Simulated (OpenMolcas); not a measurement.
**C2H6Si (SMILES C[Si]C) at 6 levels**

We compute a comparison of 6 runs (HF/STO-3G, HF/3-21G, B3LYP/6-31G*, M06-L/6-311+G**, r2SCAN/6-311+G**, revPBE/6-311+G**) of C2H6Si. 

The results are computed with OpenMolcas 26.06.

1 further run of the same task is left out (set aside as unsound or not needed).

### 1 Starting point

C2H6Si has 9 atoms, charge 0, and is taken as a singlet. SMILES: `C[Si]C`. The coordinates come from a PBE0-D4/def2-TZVP relaxation.

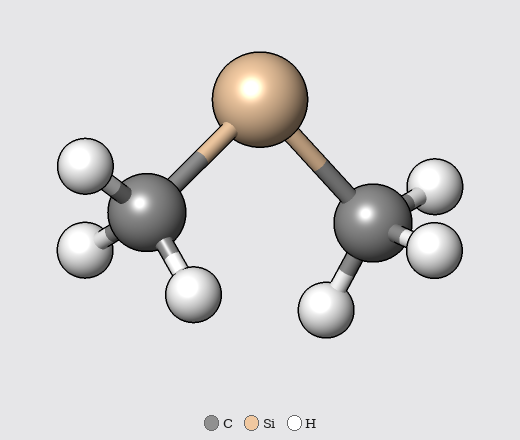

Viewed from a chosen angle; carbon grey, silicon light orange, hydrogen white.

### 2 Energy and gradient at HF/STO-3G (run 1)

Contents of mol.inp:

```
>>> EXPORT MOLCAS_PRINT=2

&GATEWAY
 BasLib
 $CurrDir
 Coord
 9
 angstrom
 C       -0.527400       1.047300      -0.805300
 Si       0.896800      -0.199700      -0.912800
 C        0.601900      -1.069400       0.746000
 H       -1.430700       0.480400      -1.082200
 H       -0.439700       1.875000      -1.511000
 H       -0.703500       1.436700       0.202600
 H       -0.455600      -1.193000       1.001000
 H        1.117900      -2.026600       0.837300
 H        1.028800      -0.397000       1.507100
 Basis
 STO-3G
 Group
 NoSym

&SEWARD

&SCF
 Thresholds
 1e-10 1e-07 1e-07 1e-05
 PrOrbitals
 1 1

&ALASKA
```

The basis set STO-3G is read from a file made from the Basis Set Exchange's data (not shown).

On the command line:

```sh
$ export MOLCAS_MEM=1860
$ pymolcas mol.inp > mol.log
```

The log of the run:

```text
--- Start Module: gateway ---
[...]
--- Stop Module: gateway /rc=_RC_ALL_IS_WELL_ ---
[...]
      Basis functions           25
[...]
--- Start Module: scf ---
[...]
       Convergence after  10 Iterations
[...]
::    Total SCF energy                               -363.8641060776
[...]
      Total spin, S                                     0.0000000000
[...]
      Total electronic charge=   32.000000
      Total            charge=   -0.000000
[...]
      Dipole Moment (debye):
      Origin of the operator (angstrom)=    0.4325   -0.0978   -0.4358
                   X=  9.4549E-02               Y= -2.0948E-02               Z= -9.7742E-02           Total=  1.3759E-01
      Quadrupole Moment (debye*angstrom):
[...]
--- Stop Module: scf /rc=_RC_ALL_IS_WELL_ ---
--- Start Module: alaska ---
[...]
 *              Molecular gradients               *
 **************************************************
  Irreducible representation: a
 ------------------------------------------------------------------------------------------
                              X                       Y                       Z
 ------------------------------------------------------------------------------------------
  C1                1.11401009732846E-02    1.00632843720554E-02   -4.42464150725497E-03
  SI2              -4.21703631882764E-03    9.03444266777242E-04    4.27719401356974E-03
  C3                1.93527903951052E-03   -1.27857395667368E-02   -8.63796744424672E-03
  H4               -7.94394217468941E-03   -1.02058112704697E-02   -2.95412864873201E-03
  H5                1.48913193097081E-04    5.15184496584453E-03   -7.36211112806417E-03
  H6               -1.75400803551384E-03    1.51515012754011E-04    1.09182317045646E-02
  H7               -1.06455969138715E-02    2.50947583013561E-03    1.73312696960060E-03
  H8                6.09887735342318E-03   -6.54504207317919E-03    9.30384793622396E-04
[...]
--- Stop Module: alaska /rc=_RC_ALL_IS_WELL_ ---
[...]
```

It took 2.5 s on 1 thread of Intel Xeon Platinum 8259CL at 2.50GHz (Skylake/Cascade Lake), shared host; peak memory 0.37 GiB.

### 3 Energy and forces at HF/3-21G (run 2)

Contents of test.input:

```
>>> EXPORT MOLCAS_PRINT=2

&GATEWAY
 BASLIB
 $CurrDir
 COORD
 9
 angstrom
 C       -0.527400       1.047300      -0.805300
 Si       0.896800      -0.199700      -0.912800
 C        0.601900      -1.069400       0.746000
 H       -1.430700       0.480400      -1.082200
 H       -0.439700       1.875000      -1.511000
 H       -0.703500       1.436700       0.202600
 H       -0.455600      -1.193000       1.001000
 H        1.117900      -2.026600       0.837300
 H        1.028800      -0.397000       1.507100
 BASIS
 3-21G
 GROUP
 NoSym

&SEWARD

&SCF
 THRESHOLDS
 1e-10 1e-07 1e-07 1e-05
 PRORBITALS
 1

&ALASKA
```

The basis set 3-21G is read from a file made from the Basis Set Exchange's data (not shown).

On the command line:

```sh
$ export MOLCAS_MEM=1860
$ pymolcas test.input > test.log
```

The log of the run:

```text
--- Start Module: gateway ---
[...]
--- Stop Module: gateway /rc=_RC_ALL_IS_WELL_ ---
[...]
      Basis functions           43
[...]
--- Start Module: scf ---
[...]
       Convergence after  11 Iterations
[...]
::    Total SCF energy                               -366.1640457574
[...]
      Total spin, S                                     0.0000000000
[...]
      Total electronic charge=   32.000000
      Total            charge=   -0.000000
[...]
      Dipole Moment (debye):
      Origin of the operator (angstrom)=    0.4325   -0.0978   -0.4358
                   X= -9.8904E-01               Y=  2.1709E-01               Z=  1.0155E+00           Total=  1.4341E+00
      Quadrupole Moment (debye*angstrom):
[...]
--- Stop Module: scf /rc=_RC_ALL_IS_WELL_ ---
--- Start Module: alaska ---
[...]
 *              Molecular gradients               *
 **************************************************
  Irreducible representation: a
 ------------------------------------------------------------------------------------------
                              X                       Y                       Z
 ------------------------------------------------------------------------------------------
  C1                1.76728497186911E-02   -1.21043407172472E-02    3.23143114934532E-04
  SI2              -1.67959710886052E-02    3.66953380049950E-03    1.72092666346355E-02
  C3                1.42453003950658E-03    8.00143040246848E-03   -1.97908175243180E-02
  H4               -1.51899980919357E-03   -4.15798438184289E-03   -1.16140104448603E-03
  H5                1.65225014414169E-04    3.89404285651462E-03   -4.35741247081989E-03
  H6               -1.14757605960147E-03    8.67513367764250E-04    5.25919323570401E-03
  H7               -5.25515718378955E-03    5.15712518766032E-04    1.28149191914384E-03
  H8                3.44711138239306E-03   -4.70517600578901E-03    6.63537144434678E-04
[...]
--- Stop Module: alaska /rc=_RC_ALL_IS_WELL_ ---
[...]
```

Wall time 3 s (1 thread of Intel Xeon Platinum 8259CL at 2.50GHz (Skylake/Cascade Lake), shared host); peak memory 0.38 GiB.

Runs 3 to 5 aren't shown in full; the table further down has their settings and results.

### 4 Energy and forces at revPBE/6-311+G(d,p) (run 6)

Contents of mol.input:

```
&GATEWAY
BasLib = $CurrDir
Coord
9
bohr
C     -0.99664156     1.97911017    -1.52179645
Si     1.69470639    -0.37737831    -1.72494201
C      1.13742615    -2.02087312     1.40973569
H     -2.70363117     0.90782443    -2.04506161
H     -0.83091258     3.54323648    -2.85537617
H     -1.32942233     2.71496952     0.38285851
H     -0.86095922    -2.25444327     1.89161585
H      2.11252483    -3.82971896     1.58226768
H      1.94415024    -0.75022127     2.84800624
Basis = 6-311pGss
Group = NoSym
&SEWARD
GridInput
Grid=UltraFine
End of Grid
&SCF
KSDFT = revPBE
Thresholds = 1e-10 1e-07 1e-07 1e-05
PrOrbitals = 1 1
&ALASKA
```

The basis set 6-311+G** is read from a file made from the Basis Set Exchange's data (not shown).

On the command line:

```sh
$ export MOLCAS_MEM=1860
$ pymolcas mol.input > mol.log
```

The log of the run:

```text
--- Start Module: gateway ---
[...]
--- Stop Module: gateway /rc=_RC_ALL_IS_WELL_ ---
[...]
      Basis functions          110
[...]
--- Start Module: scf ---
[...]
       Convergence after  14 Iterations
[...]
::    Total KS-DFT energy                            -369.2103391727
[...]
      Total spin, S                                     0.0000000000
[...]
      Total electronic charge=   32.000000
      Total            charge=   -0.000000
[...]
      Dipole Moment (debye):
      Origin of the operator (angstrom)=    0.4325   -0.0978   -0.4358
                   X= -9.7481E-01               Y=  2.1413E-01               Z=  1.0007E+00           Total=  1.4134E+00
      Quadrupole Moment (debye*angstrom):
[...]
--- Stop Module: scf /rc=_RC_ALL_IS_WELL_ ---
[...]
--- Start Module: alaska ---
[...]
 *              Molecular gradients               *
 **************************************************
  Irreducible representation: a
 ------------------------------------------------------------------------------------------
                              X                       Y                       Z
 ------------------------------------------------------------------------------------------
  C1                6.92442305273211E-04   -1.69885204711617E-03    4.46935967408191E-04
  SI2              -8.03493035454927E-03    1.75588099086332E-03    8.24399431379774E-03
  C3               -1.00649954670129E-04    1.63600461648139E-03   -9.90513458114073E-04
  H4                5.11251032177151E-03    2.24502870873988E-03    1.47951873246932E-03
  H5               -2.46971463950668E-05   -4.72267761614154E-03    3.78327470992001E-03
  H6                1.51693618175475E-03   -2.60437688801929E-03   -5.37695814833494E-03
  H7                5.72387559098519E-03    1.03655576713768E-03   -2.04214300317118E-03
  H8               -2.72080587300749E-03    5.28976140372794E-03   -9.85954561103175E-04
[...]
--- Stop Module: alaska /rc=_RC_ALL_IS_WELL_ ---
[...]
```

Run time: 67 s. Hardware: 1 thread of Intel Xeon Platinum 8259CL at 2.50GHz (Skylake/Cascade Lake), shared host; peak memory 0.65 GiB.

### 5 Overview of the runs

```tsv
run	level	Cartesian functions	integration grid	energy (Eh)	dipole moment (D)	HOMO energy (eV)	LUMO energy (eV)	wall time
1	HF/STO-3G	no	–	-363.864106	0.14	-5.83	6.33	2.5 s
2	HF/3-21G	no	–	-366.164046	1.43	-8.15	1.28	3 s
3	B3LYP/6-31G* (Cartesian functions)	yes	UltraFine	-369.269670	1.54	-5.57	-2.10	30 s
4	M06-L/6-311+G**	no	UltraFine	-369.274043	1.28	-5.05	-2.69	81 s
5	r2SCAN/6-311+G**	no	UltraFine	-369.209400	1.48	-5.13	-2.84	81 s
6	revPBE/6-311+G**	no	UltraFine	-369.210339	1.41	-4.95	-2.94	67 s
```

### 6 Summary of results

```
                       quantity          value
            run 6: total energy  -369.21034 Eh
           run 6: dipole moment         1.41 D
             run 6: HOMO energy       -4.95 eV
             run 6: LUMO energy       -2.94 eV
           run 6: HOMO–LUMO gap        2.01 eV
run 6: largest force on an atom     0.599 eV/Å
```

**Reading.** The dipole moment (its size) runs from 0.14 D (HF/STO-3G) to 1.54 D (B3LYP/6-31G*). The two ends differ in method and basis. The two dipoles point in opposite directions. The HOMO–LUMO gap runs from 2.01 eV (revPBE/6-311+G**) to 12.16 eV (HF/STO-3G). Totals of different functionals can't be ranked against each other. In run 1 the basis is minimal, so the values are rough. All runs together took 4.4 min, the longest 81 s.
